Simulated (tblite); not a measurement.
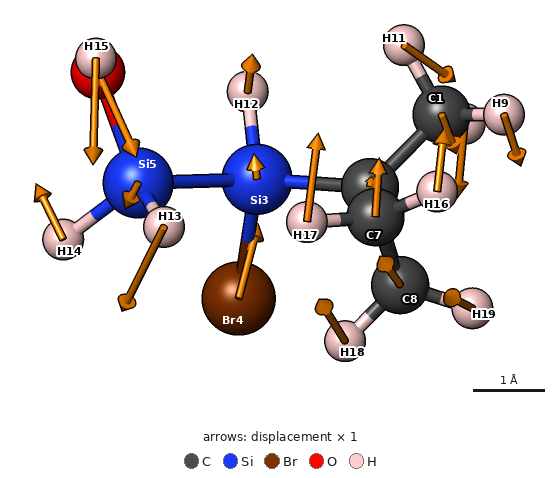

This is a relaxation of C₄H₁₁BrOSi₂. The starting structure is drawn; orange arrows show the displacements, at their true length. The two geometries are superimposed by the best rigid fit.

Style: ball-and-stick. Shown at a tilt.

Theory: GFN2-xTB geometry optimisation, gas phase (tblite). 

Q: What did the optimiser do to the structure, and how much energy did it gain?

A: After 172 geometry steps the energy has fallen by 80.9 kJ/mol. The largest move after the best rigid fit is that of an H atom, 1.92 Å. Largest moves by element: H 1.92 Å, O 1.61 Å, Br 1.20 Å, C 0.87 Å, Si 0.50 Å. Among the contacts that change: O–Si 1.709 → 1.628 Å, Si–Si 2.229 → 2.298 Å, C–Si 1.835 → 1.891 Å, C–H 1.128 → 1.081 Å. Among the angles between lasting bonds that change: Si–O–H 111.5° → 122.2°, Si–Si–H 107.0° → 117.7°, Si–Si–O 110.5° → 99.9°. Groups turn about C–Si by about 55°, O–Si by about 55°, Si–Si by about 45°.
